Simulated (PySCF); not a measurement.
# CCSDT(Q)/STO-6G run of PF3 (phosphorus trifluoride)

What is the energy change on altering one bond length of PF3 (phosphorus trifluoride) at CCSDT(Q)/STO-6G? The job is set up through a Python script.

The calculation is run with PySCF 2.14.0.

22 further runs of the same task are left out: 12 that didn't finish, 10 set aside as unsound or not needed.

### 1 The system as given

PF3: 4 atoms, total charge 0, spin state singlet. As SMILES, `FP(F)F`. The coordinates come from a PBE0-D4/def2-TZVP relaxation.

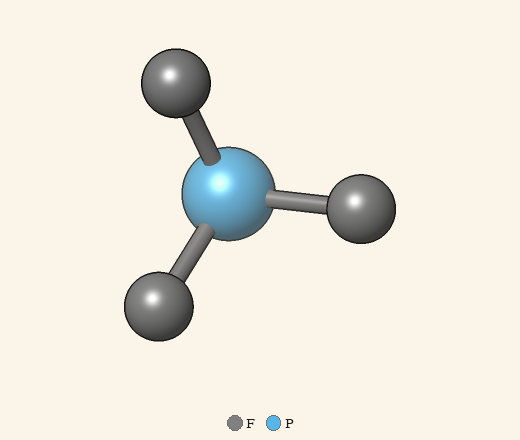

The structure, seen from a chosen angle (fluorine grey, phosphorus blue).

### 2 The energy at CCSDT(Q)/STO-6G

Contents of input.py:

```python
# FP(F)F
from pyscf import gto, scf, cc

molecule = gto.Mole()
molecule.atom = '''
F    0.834400  -0.663200   0.874500
P   -0.297500   0.314600   0.392300
F   -1.061900  -0.696500  -0.536900
F    0.525000   1.045200  -0.730000
'''
molecule.verbose = 4
molecule.basis = 'sto-6g'
molecule.max_memory = 1860
molecule.build()

hf = scf.RHF(molecule)
hf.conv_tol = 1e-10
hf.kernel()
if not hf.converged:
    hf = hf.newton().run(hf.mo_coeff, hf.mo_occ)

mycc = cc.CCSDT(hf, frozen=8)
mycc.kernel()
e_bracket, e_q = mycc.ccsdt_q()
etot = mycc.e_tot + e_q
print('Final energy', etot)
```

On the command line:

```console
OMP_NUM_THREADS=1 python input.py
```

Standard output:

```text
PySCF version 2.14.0

[INPUT] num. atoms = 4
[INPUT] num. electrons = 42
[INPUT] charge = 0
[INPUT] spin (= nelec alpha-beta = 2S) = 0
[INPUT] symmetry False subgroup None
[INPUT] Mole.unit = angstrom
[INPUT] Symbol           X                Y                Z      unit          X                Y                Z       unit  Magmom
[INPUT]  1 F      0.834400000000  -0.663200000000   0.874500000000 AA    1.576787478337  -1.253266365812   1.652565495932 Bohr   0.0
[INPUT]  2 P     -0.297500000000   0.314600000000   0.392300000000 AA   -0.562193522058   0.594507838788   0.741339558667 Bohr   0.0
[INPUT]  3 F     -1.061900000000  -0.696500000000  -0.536900000000 AA   -2.006700171676  -1.316194245760  -1.014593956279 Bohr   0.0
[INPUT]  4 F      0.525000000000   1.045200000000  -0.730000000000 AA    0.992106215397   1.975141745395  -1.379500070932 Bohr   0.0

nuclear repulsion = 190.762092590798
number of shells = 14
number of NR pGTOs = 144
number of NR cGTOs = 24
basis = sto-6g
ecp = {}

******** <class 'pyscf.scf.hf.RHF'> ********
method = RHF
initial guess = minao
damping factor = 0
level_shift factor = 0
DIIS = <class 'pyscf.scf.diis.CDIIS'>
diis_start_cycle = 1
diis_space = 8
diis_damp = 0
SCF conv_tol = 1e-10
SCF conv_tol_grad = None
SCF max_cycles = 50
direct_scf = True
direct_scf_tol = 1e-13
Set gradient conv threshold to 1e-05
Initial guess from minao.
init E= -636.689198779542
  HOMO = -0.328252690410987  LUMO = 0.211191639568569  gap/eV = 14.67903
cycle= 1 E= -636.301393548221  delta_E= 0.388  |g|= 0.487  |ddm|= 2.67
  HOMO = -0.319520353301361  LUMO = 0.368902385335723  gap/eV = 18.73294
cycle= 2 E= -636.417995559984  delta_E= -0.117  |g|= 0.0991  |ddm|= 0.998
  HOMO = -0.316161573431016  LUMO = 0.417879901599497  gap/eV = 19.97429
cycle= 3 E= -636.422926842773  delta_E= -0.00493  |g|= 0.0331  |ddm|= 0.172
  HOMO = -0.315534592644498  LUMO = 0.425177242317017  gap/eV = 20.15580
cycle= 4 E= -636.423959734246  delta_E= -0.00103  |g|= 0.00347  |ddm|= 0.127
  HOMO = -0.314927556112905  LUMO = 0.424962011123749  gap/eV = 20.13342
cycle= 5 E= -636.423969780339  delta_E= -1e-05  |g|= 0.000418  |ddm|= 0.0116
  HOMO = -0.31501853973304  LUMO = 0.425026061956418  gap/eV = 20.13764
cycle= 6 E= -636.423969898345  delta_E= -1.18e-07  |g|= 6.33e-05  |ddm|= 0.00109
  HOMO = -0.314988117869809  LUMO = 0.425014555795752  gap/eV = 20.13650
cycle= 7 E= -636.423969901416  delta_E= -3.07e-09  |g|= 9.24e-06  |ddm|= 0.00021
  HOMO = -0.314990424897295  LUMO = 0.425018150220596  gap/eV = 20.13666
cycle= 8 E= -636.423969901476  delta_E= -6e-11  |g|= 2.17e-06  |ddm|= 2.49e-05
  HOMO = -0.314990084209  LUMO = 0.425018078108605  gap/eV = 20.13665
Extra cycle  E= -636.42396990148  delta_E= -3.64e-12  |g|= 1.02e-06  |ddm|= 4.58e-06
converged SCF energy = -636.42396990148

******** <class 'pyscf.cc.rccsdt.RCCSDT'> ********
RCCSDT nocc = 13, nmo = 16
Allocating only the i<=j<=k part of the T3 amplitude in memory
frozen orbitals 8
max_cycle = 50
conv_tol = 1e-07
conv_tol_normt = 1e-06
diis with the T3 amplitude
diis_space = 6
diis_start_cycle = 0
diis_start_energy_diff = 1e+09
einsum_backend: numpy
_make_eris_incore_RCCSDT
blksize  8    blksize_oovv  4    blksize_oooo  4    blksize_vvvv  1

WARN: A large `blksize` is being used, which may cause large memory consumption
      for storing contraction intermediates. If memory is sufficient, consider using
      `pyscf.cc.rccsdt_highm.RCCSDT` instead.

Approximate memory usage estimate
    T3 memory                96.0 KB
    R3 memory                96.0 KB
    Symmetrized T3 memory    38.4 KB
    ERIs memory               512 KB
    T1-ERIs memory            512 KB
    Intermediates memory      512 KB
    Block workspace          57.4 KB
    T3 einsum buffer         57.4 KB
Init t2, MP2 energy = -636.499090530760  E_corr(MP2) -0.075120629280
Init E_corr(RCCSDT) = -0.0751206292804206
cycle =  1  E_corr(RCCSDT) = -0.084810473141  dE = -9.689843860607e-03  norm(d tamps) = 6.04781838e-02
cycle =  2  E_corr(RCCSDT) = -0.095596062019  dE = -1.078558887804e-02  norm(d tamps) = 3.20321910e-02
cycle =  3  E_corr(RCCSDT) = -0.095661782816  dE = -6.572079717287e-05  norm(d tamps) = 1.79894914e-02
cycle =  4  E_corr(RCCSDT) = -0.099062524020  dE = -3.400741203322e-03  norm(d tamps) = 7.81170498e-03
cycle =  5  E_corr(RCCSDT) = -0.099206483688  dE = -1.439596688315e-04  norm(d tamps) = 1.96294598e-03
cycle =  6  E_corr(RCCSDT) = -0.099146984066  dE =  5.949962226186e-05  norm(d tamps) = 9.45027658e-04
cycle =  7  E_corr(RCCSDT) = -0.099144485451  dE =  2.498615183630e-06  norm(d tamps) = 2.26636026e-04
cycle =  8  E_corr(RCCSDT) = -0.099144485613  dE = -1.617062733716e-10  norm(d tamps) = 9.29431269e-05
cycle =  9  E_corr(RCCSDT) = -0.099144608520  dE = -1.229068724018e-07  norm(d tamps) = 4.12217995e-05
cycle = 10  E_corr(RCCSDT) = -0.099145345029  dE = -7.365090280570e-07  norm(d tamps) = 9.83722815e-06
cycle = 11  E_corr(RCCSDT) = -0.099145733560  dE = -3.885311943008e-07  norm(d tamps) = 4.47829107e-06
cycle = 12  E_corr(RCCSDT) = -0.099146073003  dE = -3.394430167086e-07  norm(d tamps) = 2.26033198e-06
cycle = 13  E_corr(RCCSDT) = -0.099146164133  dE = -9.113024024288e-08  norm(d tamps) = 1.14250306e-06
cycle = 14  E_corr(RCCSDT) = -0.099146243700  dE = -7.956682514243e-08  norm(d tamps) = 4.84545029e-07
RCCSDT converged
E(RCCSDT) = -636.5231161451798   E_corr = -0.09914624369982709
E_corr(same-spin) = -0.0144202184960006
E_corr(oppo-spin) = -0.0847260252038265
_make_eris_incore_RCCSDT
[Q] correction =  4.376535844699e-04    (Q) correction = -2.661883143267e-04
Final energy -636.523382333494
```

It took 8.4 s on 1 thread of Arm Neoverse V1, shared host; peak memory 0.11 GiB.

### 3 The distorted shape

Contents of job.py:

```python
from pyscf import gto, scf, cc

mol = gto.M(
    atom=[
    ('F', (1.739912, -1.445433, 1.260256)),
    ('P', (-0.297500, 0.314600, 0.392300)),
    ('F', (-1.061900, -0.696500, -0.536900)),
    ('F', (0.525000, 1.045200, -0.730000)),
],
    verbose=4,
    spin=0,
    charge=0,
    max_memory=1860,
    basis='sto-6g',
)

hf = scf.RHF(mol)
hf.conv_tol = 1e-10
hf.kernel()
if not hf.converged:
    hf = hf.newton().run(hf.mo_coeff, hf.mo_occ)

mycc = cc.CCSDT(hf, frozen=8)
mycc.kernel()
e_bracket, e_q = mycc.ccsdt_q()
e_tot = mycc.e_tot + e_q
print('Final energy', e_tot)
```

On the command line:

```console
OMP_NUM_THREADS=1 python job.py
```

Standard output:

```text
PySCF version 2.14.0

[INPUT] num. atoms = 4
[INPUT] num. electrons = 42
[INPUT] charge = 0
[INPUT] spin (= nelec alpha-beta = 2S) = 0
[INPUT] symmetry False subgroup None
[INPUT] Mole.unit = angstrom
[INPUT] Symbol           X                Y                Z      unit          X                Y                Z       unit  Magmom
[INPUT]  1 F      1.739912000000  -1.445433000000   1.260256000000 AA    3.287957160844  -2.731472501408   2.381538686840 Bohr   0.0
[INPUT]  2 P     -0.297500000000   0.314600000000   0.392300000000 AA   -0.562193522058   0.594507838788   0.741339558667 Bohr   0.0
[INPUT]  3 F     -1.061900000000  -0.696500000000  -0.536900000000 AA   -2.006700171676  -1.316194245760  -1.014593956279 Bohr   0.0
[INPUT]  4 F      0.525000000000   1.045200000000  -0.730000000000 AA    0.992106215397   1.975141745395  -1.379500070932 Bohr   0.0

nuclear repulsion = 159.42330206994
number of shells = 14
number of NR pGTOs = 144
number of NR cGTOs = 24
basis = sto-6g
ecp = {}

******** <class 'pyscf.scf.hf.RHF'> ********
method = RHF
initial guess = minao
damping factor = 0
level_shift factor = 0
DIIS = <class 'pyscf.scf.diis.CDIIS'>
diis_start_cycle = 1
diis_space = 8
diis_damp = 0
SCF conv_tol = 1e-10
SCF conv_tol_grad = None
SCF max_cycles = 50
direct_scf = True
direct_scf_tol = 1e-13
Set gradient conv threshold to 1e-05
Initial guess from minao.
init E= -635.87542218792
  HOMO = -0.423296623530363  LUMO = -0.0802755594455034  gap/eV = 9.33408
cycle= 1 E= -635.859662510692  delta_E= 0.0158  |g|= 0.495  |ddm|= 2.48
  HOMO = 0.134086551562878  LUMO = 0.143687245974824  gap/eV = 0.26125
cycle= 2 E= -635.653637309783  delta_E= 0.206  |g|= 0.597  |ddm|= 3.27
  HOMO = -0.144940062075105  LUMO = 0.00438870952839299  gap/eV = 4.06344
cycle= 3 E= -636.098034310247  delta_E= -0.444  |g|= 0.206  |ddm|=  2.7
  HOMO = -0.117000461351473  LUMO = 0.0610094469456502  gap/eV = 4.84390
cycle= 4 E= -636.152009088144  delta_E= -0.054  |g|= 0.0635  |ddm|= 0.923
  HOMO = -0.166583374088433  LUMO = 0.0906229045244679  gap/eV = 6.99894
cycle= 5 E= -636.154470468093  delta_E= -0.00246  |g|= 0.0339  |ddm|=  0.1
  HOMO = -0.173436900404243  LUMO = 0.0834564421371649  gap/eV = 6.99042
cycle= 6 E= -636.155473766933  delta_E= -0.001  |g|= 0.00912  |ddm|= 0.123
  HOMO = -0.177070138895457  LUMO = 0.0873733059326507  gap/eV = 7.19587
cycle= 7 E= -636.155546384427  delta_E= -7.26e-05  |g|= 0.00319  |ddm|= 0.0226
  HOMO = -0.174471981135021  LUMO = 0.086586290004313  gap/eV = 7.10376
cycle= 8 E= -636.155557181894  delta_E= -1.08e-05  |g|= 0.00123  |ddm|= 0.013
  HOMO = -0.174806398925256  LUMO = 0.086522128550327  gap/eV = 7.11111
cycle= 9 E= -636.155560797879  delta_E= -3.62e-06  |g|= 0.000656  |ddm|= 0.00686
  HOMO = -0.174848456410666  LUMO = 0.0864708857138907  gap/eV = 7.11086
cycle= 10 E= -636.155563717591  delta_E= -2.92e-06  |g|= 0.000514  |ddm|= 0.00907
  HOMO = -0.174843580266922  LUMO = 0.0865729914687373  gap/eV = 7.11351
cycle= 11 E= -636.155565532221  delta_E= -1.81e-06  |g|= 0.000109  |ddm|= 0.0117
  HOMO = -0.174856529215816  LUMO = 0.0865687240319454  gap/eV = 7.11374
cycle= 12 E= -636.155565594605  delta_E= -6.24e-08  |g|= 1.11e-05  |ddm|= 0.00236
  HOMO = -0.174855243195866  LUMO = 0.0865719764871302  gap/eV = 7.11380
cycle= 13 E= -636.15556559484  delta_E= -2.35e-10  |g|= 3.01e-06  |ddm|= 0.000128
  HOMO = -0.174856246791638  LUMO = 0.086571370107192  gap/eV = 7.11381
cycle= 14 E= -636.155565594848  delta_E= -8.41e-12  |g|= 6.5e-07  |ddm|= 9.57e-06
  HOMO = -0.174855943973468  LUMO = 0.0865715476779729  gap/eV = 7.11380
Extra cycle  E= -636.155565594848  delta_E= 2.27e-13  |g|= 4.77e-07  |ddm|= 2.54e-06
converged SCF energy = -636.155565594848

******** <class 'pyscf.cc.rccsdt.RCCSDT'> ********
RCCSDT nocc = 13, nmo = 16
Allocating only the i<=j<=k part of the T3 amplitude in memory
frozen orbitals 8
max_cycle = 50
conv_tol = 1e-07
conv_tol_normt = 1e-06
diis with the T3 amplitude
diis_space = 6
diis_start_cycle = 0
diis_start_energy_diff = 1e+09
einsum_backend: numpy
_make_eris_incore_RCCSDT
blksize  8    blksize_oovv  4    blksize_oooo  4    blksize_vvvv  1

WARN: A large `blksize` is being used, which may cause large memory consumption
      for storing contraction intermediates. If memory is sufficient, consider using
      `pyscf.cc.rccsdt_highm.RCCSDT` instead.

Approximate memory usage estimate
    T3 memory                96.0 KB
    R3 memory                96.0 KB
    Symmetrized T3 memory    38.4 KB
    ERIs memory               512 KB
    T1-ERIs memory            512 KB
    Intermediates memory      512 KB
    Block workspace          57.4 KB
    T3 einsum buffer         57.4 KB
Init t2, MP2 energy = -636.346843780872  E_corr(MP2) -0.191278186024
Init E_corr(RCCSDT) = -0.191278186023873
cycle =  1  E_corr(RCCSDT) = -0.214352510069  dE = -2.307432404532e-02  norm(d tamps) = 2.65160813e-01
cycle =  2  E_corr(RCCSDT) = -0.277750529805  dE = -6.339801973589e-02  norm(d tamps) = 2.14388711e-01
cycle =  3  E_corr(RCCSDT) = -0.257526074652  dE =  2.022445515305e-02  norm(d tamps) = 1.88886884e-01
cycle =  4  E_corr(RCCSDT) = -0.268737706017  dE = -1.121163136496e-02  norm(d tamps) = 5.28918443e-02
cycle =  5  E_corr(RCCSDT) = -0.271034525208  dE = -2.296819191325e-03  norm(d tamps) = 1.86528916e-02
cycle =  6  E_corr(RCCSDT) = -0.270193652679  dE =  8.408725289303e-04  norm(d tamps) = 5.97557847e-03
cycle =  7  E_corr(RCCSDT) = -0.270639629115  dE = -4.459764355226e-04  norm(d tamps) = 4.00783774e-03
cycle =  8  E_corr(RCCSDT) = -0.271003892890  dE = -3.642637755013e-04  norm(d tamps) = 1.86190450e-03
cycle =  9  E_corr(RCCSDT) = -0.271024886701  dE = -2.099381027237e-05  norm(d tamps) = 1.09276662e-03
cycle = 10  E_corr(RCCSDT) = -0.270959882193  dE =  6.500450762598e-05  norm(d tamps) = 8.68031432e-04
cycle = 11  E_corr(RCCSDT) = -0.270923607123  dE =  3.627506982423e-05  norm(d tamps) = 7.55728618e-04
cycle = 12  E_corr(RCCSDT) = -0.270933665563  dE = -1.005843999285e-05  norm(d tamps) = 6.78776235e-04
cycle = 13  E_corr(RCCSDT) = -0.270924534488  dE =  9.131074948543e-06  norm(d tamps) = 6.60065144e-04
cycle = 14  E_corr(RCCSDT) = -0.270923061501  dE =  1.472986829287e-06  norm(d tamps) = 6.38407519e-04
cycle = 15  E_corr(RCCSDT) = -0.270946513319  dE = -2.345181709962e-05  norm(d tamps) = 6.12686983e-04
cycle = 16  E_corr(RCCSDT) = -0.270939599952  dE =  6.913366483063e-06  norm(d tamps) = 5.59053375e-04
cycle = 17  E_corr(RCCSDT) = -0.270948212689  dE = -8.612736762448e-06  norm(d tamps) = 5.00458866e-04
cycle = 18  E_corr(RCCSDT) = -0.270950092290  dE = -1.879600917354e-06  norm(d tamps) = 3.53465783e-04
cycle = 19  E_corr(RCCSDT) = -0.270950301724  dE = -2.094340877945e-07  norm(d tamps) = 2.79538198e-04
cycle = 20  E_corr(RCCSDT) = -0.270938791708  dE =  1.151001605348e-05  norm(d tamps) = 1.71917502e-04
cycle = 21  E_corr(RCCSDT) = -0.270945410241  dE = -6.618533293812e-06  norm(d tamps) = 1.14032394e-04
cycle = 22  E_corr(RCCSDT) = -0.270946826768  dE = -1.416526767162e-06  norm(d tamps) = 5.19624674e-05
cycle = 23  E_corr(RCCSDT) = -0.270946612651  dE =  2.141164716085e-07  norm(d tamps) = 3.64969915e-05
cycle = 24  E_corr(RCCSDT) = -0.270948698578  dE = -2.085926831763e-06  norm(d tamps) = 2.55553251e-05
cycle = 25  E_corr(RCCSDT) = -0.270948612123  dE =  8.645517030059e-08  norm(d tamps) = 8.32762392e-06
cycle = 26  E_corr(RCCSDT) = -0.270948556243  dE =  5.588012602642e-08  norm(d tamps) = 6.08301509e-06
cycle = 27  E_corr(RCCSDT) = -0.270948542295  dE =  1.394786375286e-08  norm(d tamps) = 4.68939314e-06
cycle = 28  E_corr(RCCSDT) = -0.270948895005  dE = -3.527100800871e-07  norm(d tamps) = 3.16993847e-06
cycle = 29  E_corr(RCCSDT) = -0.270948761724  dE =  1.332814070221e-07  norm(d tamps) = 2.38943202e-06
cycle = 30  E_corr(RCCSDT) = -0.270948729144  dE =  3.257940450752e-08  norm(d tamps) = 1.42024463e-06
cycle = 31  E_corr(RCCSDT) = -0.270948755090  dE = -2.594570286396e-08  norm(d tamps) = 1.25437144e-06
cycle = 32  E_corr(RCCSDT) = -0.270948741221  dE =  1.386861187003e-08  norm(d tamps) = 8.97108481e-07
RCCSDT converged
E(RCCSDT) = -636.4265143360697   E_corr = -0.2709487412214091
E_corr(same-spin) = -0.0142158722144198
E_corr(oppo-spin) = -0.256732869006989
_make_eris_incore_RCCSDT
[Q] correction =  1.180403931756e-03    (Q) correction = -1.410426169248e-03
Final energy -636.427924762239
```

Wall time 11 s (1 thread of Arm Neoverse V1, shared host); peak memory 0.11 GiB.

### 4 What came out

At CCSDT(Q)/STO-6G, 8 core orbitals frozen:

| quantity | value |
| --- | --- |
| first shape: total energy | -636.52338 Eh |
| first shape: dipole moment (Hartree–Fock density) | 1.35 D |
| first shape: HOMO energy (Hartree–Fock orbitals) | -8.57 eV |
| first shape: LUMO energy (Hartree–Fock orbitals) | 11.57 eV |
| first shape: HOMO–LUMO gap (Hartree–Fock orbitals) | 20.14 eV |
| first shape: correlation energy (8 core orbitals frozen) | -99.4 mEh |
| first shape: T1 diagnostic | 0.012 |
| distorted shape: total energy | -636.42792 Eh |
| distorted shape: dipole moment (Hartree–Fock density) | 3.10 D |
| distorted shape: HOMO energy (Hartree–Fock orbitals) | -4.76 eV |
| distorted shape: LUMO energy (Hartree–Fock orbitals) | 2.36 eV |
| distorted shape: HOMO–LUMO gap (Hartree–Fock orbitals) | 7.11 eV |
| distorted shape: correlation energy (8 core orbitals frozen) | -272.4 mEh |
| distorted shape: T1 diagnostic | 0.040 |
| energy change with the F1–P2 bond stretched from 1.572 to 2.829 Å | 2.598 eV |

In words: With the F1–P2 bond stretched from 1.572 to 2.829 Å the energy rises by 2.60 eV (60 kcal/mol). The first shape isn't relaxed at this level, so the change isn't measured from a minimum. The minimal basis adds a large error of its own. Mulliken charges (first shape) of the mean-field density run from -0.33 on F1 to +0.98 on P2. The T1 diagnostic (distorted shape) of 0.040 is above the customary mark for such species, so a single reference may not serve. Mulliken charges (distorted shape) of the mean-field density run from -0.28 on F3 to +0.82 on P2; they depend strongly on the basis.
